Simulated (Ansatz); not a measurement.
**One shape, several levels: doublet [BNH2]+**

Wanted: a comparison of 6 runs (U-revPBE/STO-3G, UB3LYP/STO-3G, UBHLYP/STO-3G, UHSE06/STO-3G, UPBE0/STO-3G, UCCSD(T)/STO-3G) of doublet [BNH2]+. 

The results are computed with Ansatz 0.2.0.

50 further runs of the same task are left out: 50 set aside as unsound or not needed.

### Step 1. The system as given

The species is [BNH2]+ (4 atoms), meant as a doublet with charge +1. SMILES of the parent species: `B[N]`. The shape is that of a GFN2-xTB optimisation. That shape belongs to the parent species and isn't relaxed for this state.

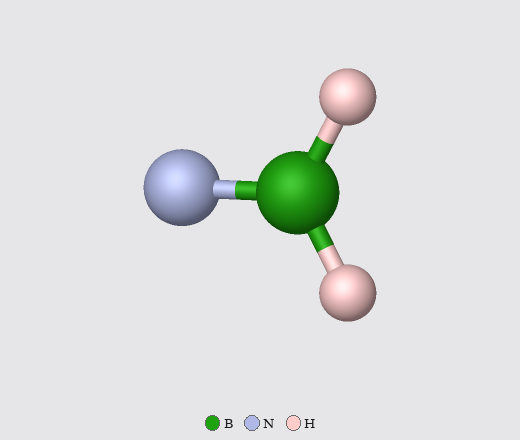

The structure, seen from a chosen angle (boron green, nitrogen light blue, hydrogen pink).

### Step 2. A single-point energy at U-revPBE/STO-3G (run 1)

Input file molecule.yaml:

```yaml
crystal:
  periodic: [false, false, false]
  atoms:
    - symbol: B
      position_ang: [-0.035750, 0.006580, -0.023930]
    - symbol: N
      position_ang: [1.041780, -0.191660, 0.697680]
    - symbol: H
      position_ang: [-1.056920, -0.473990, 0.334600]
    - symbol: H
      position_ang: [0.050890, 0.659060, -1.008340]
basis:
  gaussian:
    orbitals: STO-3G
total_charge: 1
magnetization:
  spin_polarized: true
  initial_magnetization: 1
hamiltonian:
  xc: {name: revPBE}
accuracy: high
```

Run with:

```console
ansatz run molecule.yaml --threads 1 --pin off --max-ram 2610MiB --events-out events.jsonl --progress --plain --runs-dir runs
```

The program printed:

```text
Warning: RAYON_NUM_THREADS=1 ignored (pool sized by the plan → 1); use --threads N
Functional definition: revPBE
  name "revPBE"
  parameter kappa = 1.245
  parameter beta = 0.06672455060314922
  exchange = pbe_x(kappa = kappa, mu = beta*pi^2/3)
  correlation = pbe_c(beta = beta)
188 factors; integrals over basis functions are off by at most 8.2e-9 eV
mean field evaluation 1: about -2154.3335 eV, gradient 1.7e1 eV
mean field evaluation 2: about -2135.0993 eV, gradient 5.2e1 eV
mean field evaluation 4: about -2156.4215 eV, gradient 1.6e0 eV
mean field evaluation 8: about -2156.4064 eV, gradient 3.6e-2 eV
mean field evaluation 16: about -2156.4065 eV, gradient 1.3e-5 eV
mean field evaluation 32: about -2156.4052 eV, gradient 1.9e-1 eV
mean field -2156.40647274 eV, -79.2464762084 hartree, gradient 2.1e-8 eV, S^2 0.760745; 4 other end points of the search recorded, 0 dependent functions left out
reference -2156.40647463 eV, -79.2464762778 hartree; 7, 6 occupied and 5, 6 virtual orbitals, 188 factors
Total energy: -2156.40647463 eV, -79.2464762778 hartree
```

It took 2 s on 1 thread of Arm Neoverse V1, shared host; peak memory 0.1 GiB.

### Step 3. The energy at UB3LYP/STO-3G (run 2)

Input file run.yaml:

```yaml
crystal:
  periodic: [false, false, false]
  atoms:
    - {symbol: B, position_ang: [-0.035750, 0.006580, -0.023930]}
    - {symbol: N, position_ang: [1.041780, -0.191660, 0.697680]}
    - {symbol: H, position_ang: [-1.056920, -0.473990, 0.334600]}
    - {symbol: H, position_ang: [0.050890, 0.659060, -1.008340]}
basis:
  gaussian:
    orbitals: STO-3G
total_charge: 1
magnetization:
  spin_polarized: true
  initial_magnetization: 1
hamiltonian:
  xc: {name: B3LYP}
accuracy: high
```

Run with:

```console
ansatz run run.yaml --threads 1 --pin off --max-ram 2610MiB --events-out events.jsonl --progress --plain --runs-dir runs
```

The program printed:

```text
Warning: RAYON_NUM_THREADS=1 ignored (pool sized by the plan → 1); use --threads N
Functional definition: B3LYP
  name "B3LYP"
  parameter a0 = 0.2
  parameter ax = 0.72
  parameter ac = 0.81
  exchange = (1 - a0 - ax)*slater_x + ax*b88_x + a0*exact_x
  correlation = (1 - ac)*vwn_rpa_c + ac*lyp_c
188 factors; integrals over basis functions are off by at most 8.2e-9 eV
mean field evaluation 1: about -2154.7067 eV, gradient 1.6e1 eV
mean field evaluation 2: about -2151.8693 eV, gradient 2.5e1 eV
mean field evaluation 4: about -2156.7802 eV, gradient 2.8e-1 eV
mean field evaluation 8: about -2156.7504 eV, gradient 2.9e-2 eV
mean field evaluation 16: about -2156.7504 eV, gradient 1.0e-6 eV
mean field -2156.75042497 eV, -79.2591162197 hartree, gradient 7.0e-8 eV, S^2 0.763805; 3 other end points of the search recorded, 0 dependent functions left out
reference -2156.75044735 eV, -79.2591170423 hartree; 7, 6 occupied and 5, 6 virtual orbitals, 188 factors
Total energy: -2156.75044735 eV, -79.2591170423 hartree
```

It took 1.1 s on 1 thread of Arm Neoverse V1, shared host; peak memory 0.1 GiB.

Runs 3 to 5 aren't shown in full; the table further down has their settings and results.

### Step 4. The energy at UCCSD(T)/STO-3G (run 6)

Input file molecule.yaml:

```yaml
crystal:
  periodic: [false, false, false]
  atoms:
    - symbol: B
      position_ang: [-0.035750, 0.006580, -0.023930]
    - symbol: "N"
      position_ang: [1.041780, -0.191660, 0.697680]
    - symbol: H
      position_ang: [-1.056920, -0.473990, 0.334600]
    - symbol: H
      position_ang: [0.050890, 0.659060, -1.008340]
basis:
  gaussian: {orbitals: STO-3G}
total_charge: 1
magnetization: {spin_polarized: true, initial_magnetization: 1}
correlation: {method: ccsd_t, frozen_orbitals: {B: 1, H: 0, "N": 1}}
accuracy: high
scf: {omitted_lower_state_checks: [cluster_reference, increment]}
```

Run with:

```console
ansatz run molecule.yaml --threads 1 --pin off --max-ram 2610MiB --events-out events.jsonl --progress --plain --runs-dir runs
```

The program printed:

```text
Warning: RAYON_NUM_THREADS=1 ignored (pool sized by the plan → 1); use --threads N
[... 14 lines left out ...]
2 core orbitals not correlated: weight in the atoms' cores, before any rotation towards them, 1.000 or more for the frozen orbitals, at most 0.000 for the correlated occupied ones
[... 49 lines left out ...]
Total energy: -2147.64581058 eV, -78.9245278121 hartree
Checks for a lower state left out: cluster_reference, increment
```

Wall time 0.24 s (1 thread of Arm Neoverse V1, shared host).

### Step 5. All runs side by side

```csv
run,level,frozen core orbitals,energy (Eh),⟨S²⟩,wall time
1,U-revPBE/STO-3G,–,-79.246476,0.761,2 s
2,UB3LYP/STO-3G,–,-79.259117,0.764,1.1 s
3,UBHLYP/STO-3G,–,-79.219958,0.776,2.8 s
4,UHSE06/STO-3G,–,-79.155505,0.768,1.7 s
5,UPBE0/STO-3G,–,-79.160039,0.769,1.2 s
6,UCCSD(T)/STO-3G,2,-78.924528,1.090,0.24 s
```

### Step 6. Outcome

| quantity | value |
| --- | --- |
| run 6: total energy | -78.92453 Eh |
| run 6: correlation energy (2 core orbitals frozen) | -96.0 mEh |
| run 6: (T) correction | -3.22 mEh |
| run 6: ⟨S²⟩ of the reference determinant | 1.090 |
| run 6: T1 diagnostic | 0.092 |

In words: Totals of different functionals can't be ranked against each other. In runs 1, 2, 3, 4, 5, 6 the basis is minimal, so the values are rough. Spin contamination of the reference: run 6 ⟨S²⟩ = 1.09. All runs together took 9 s, the longest 2.8 s.
